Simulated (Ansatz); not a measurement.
Breaking a bond: NC (cation, charge +1), lowest triplet found (which spin is the ground state isn't settled by this scan).

- ROCCSD(T) = CCSD(T) on ROHF/cc-pVDZ, frozen core run with Ansatz (a program for electronic structure)
- UCCSD(T) = Ansatz with CCSD(T) on UHF/cc-pVDZ, frozen core
- UKS-B3LYP = unrestricted B3LYP/cc-pVDZ run with Ansatz
- UKS-BLYP = unrestricted BLYP/cc-pVDZ (Ansatz)
- UKS-PBE = unrestricted PBE/cc-pVDZ (Ansatz)
- FCI = full CI/cc-pVDZ, frozen core run with Ansatz

Cost and accuracy over the 8 points of the scan, with FCI as yardstick. Costs are rough ratios of core time within Ansatz on shared cores, each with its mean field (Kohn-Sham runs search longer for lower solutions than correlated ones do); the miss is the largest error against full CI of the curve after the mean shift, in kJ/mol.

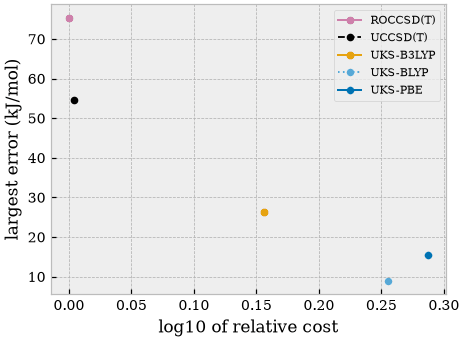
*Miss against cost, one point a level.*

```csv
level,relative cost,largest error
ROCCSD(T),1,75.4
UCCSD(T),1,54.6
UKS-B3LYP,1,26.3
UKS-BLYP,2,8.9
UKS-PBE,2,15.5
```

Costs within a factor of two of each other count as equal.

The scan ran from 1.06 to 5.02 Å; beyond the distances shown full CI changes its symmetry label. The T1 diagnostic of CCSD on the restricted reference of ROCCSD(T) exceeds 0.045 at 1.15 to 1.23, 1.54 Å. At the minimum ROCCSD(T) lies far from FCI: another state is possible. The unrestricted determinant behind UCCSD(T) is spin-contaminated at 1.15 to 1.54 Å (<S²> up to 2.4, against 2.00 for a pure triplet).
